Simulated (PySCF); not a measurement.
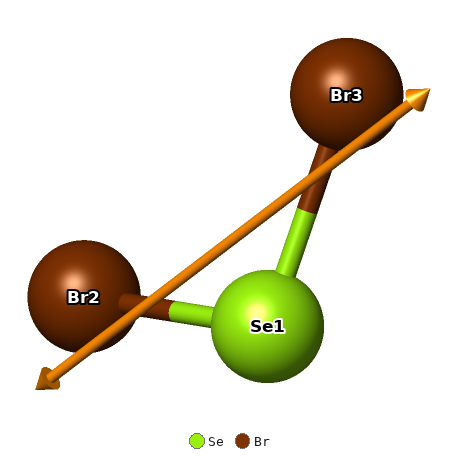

The double arrow shows the direction of the transition dipole to excited singlet state 3 (its length means nothing). The geometry was computed by an optimisation with PBE0-D3(BJ)/def2-SVP. No frequency run is at hand to confirm it as a minimum. Properties computed with TDDFT B3LYP/def2-SVPD, vertical, gas phase, core orbitals frozen in the response (PySCF 2.14.0).

Question: How is the transition polarised?

Answer: In the molecular plane.

Question: Where does the transition lie, and how strong is it?

Answer: 4.16 eV (298 nm), oscillator strength 0.018, mainly HOMO−1 → LUMO (weight 0.88); transition dipole 1.06 D.
